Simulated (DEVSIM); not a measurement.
Structure: TaN/Al2O3/SiO2/n-Si capacitor, at 250 K.

```
layer (left to right)  material  thickness (nm)  Nd (cm⁻³)
---------------------  --------  --------------  ---------
1                         Al2O3            32.0          -
2                          SiO2           0.840          -
3                            Si             390     2.2e18
```

Metal gate on the left, work function 4.4 eV. Fixed charge at the semiconductor interface 1.8e12 cm⁻² (in units of +e); no interface traps.

This is a model device: material constants are rounded textbook-type values typed into the input, and sizes, dopings and lifetimes were drawn at random. Values at 300 K; Nc and Nv go as T^1.5, mobilities as T to minus their exponent, the gap by Varshni's rule with the affinity fixed.

| parameter | Al2O3 | SiO2 | Si |
|---|---|---|---|
| gap (eV) | 6.8 | 9 | 1.124 |
| affinity (eV) | 1.35 | 0.9 | 4.05 |
| permittivity | 9 | 3.9 | 11.7 |
| Nc (cm⁻³) | - | - | 2.86e19 |
| Nv (cm⁻³) | - | - | 3.1e19 |
| Varshni α (eV/K) | - | - | 0.000473 |
| Varshni β (K) | - | - | 636 |

Simulated with DEVSIM: 1D Poisson equation in equilibrium, Boltzmann statistics, complete ionisation; no quantum confinement or tunnelling. Metal contacts follow the ideal Schottky-Mott rule: no Fermi-level pinning, no interface dipoles.

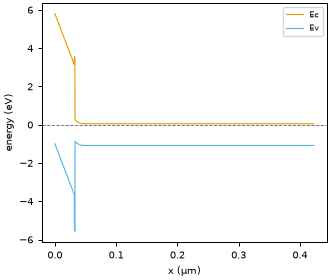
Figure. Band edges at -2.75 V on the gate

Energies count from the Fermi level of the right contact; mesh points crowd at the junctions.

| x (μm) | Ec (eV) | Ev (eV) | n (cm⁻³) | p (cm⁻³) | field (V/cm) |
|---|---|---|---|---|---|
| 0.000 | 5.800 | -1.000 | < 1e2 | < 1e2 | -840000 |
| 0.001248 | 5.696 | -1.104 | < 1e2 | < 1e2 | -840000 |
| 0.003738 | 5.488 | -1.312 | < 1e2 | < 1e2 | -840000 |
| 0.008707 | 5.072 | -1.728 | < 1e2 | < 1e2 | -840000 |
| 0.02142 | 4.011 | -2.789 | < 1e2 | < 1e2 | -840000 |
| 0.02732 | 3.517 | -3.283 | < 1e2 | < 1e2 | -840000 |
| 0.03028 | 3.270 | -3.530 | < 1e2 | < 1e2 | -840000 |
| 0.03204 | 3.567 | -5.433 | < 1e2 | < 1e2 | -1900000 |
| 0.03252 | 3.475 | -5.525 | < 1e2 | < 1e2 | -1900000 |
| 0.03342 | 0.245 | -0.891 | 2.5e14 | < 1e2 | -340000 |
| 0.03534 | 0.185 | -0.951 | 4.1e15 | < 1e2 | -280000 |
| 0.04142 | 0.076 | -1.060 | 6.3e17 | < 1e2 | -88000 |
| 0.05214 | 0.050 | -1.086 | 2.2e18 | < 1e2 | -1900 |
| 0.07463 | 0.049 | -1.087 | 2.2e18 | < 1e2 | ≈ 0 |
| 0.1497 | 0.049 | -1.087 | 2.2e18 | < 1e2 | ≈ 0 |
| 0.2637 | 0.049 | -1.087 | 2.2e18 | < 1e2 | ≈ 0 |
| 0.3477 | 0.049 | -1.087 | 2.2e18 | < 1e2 | ≈ 0 |
| 0.3876 | 0.049 | -1.087 | 2.2e18 | < 1e2 | ≈ 0 |
| 0.4103 | 0.049 | -1.087 | 2.2e18 | < 1e2 | ≈ 0 |
| 0.4175 | 0.049 | -1.087 | 2.2e18 | < 1e2 | ≈ 0 |
| 0.4210 | 0.049 | -1.087 | 2.2e18 | < 1e2 | ≈ 0 |
| 0.4228 | 0.049 | -1.087 | 2.2e18 | < 1e2 | ≈ 0 |
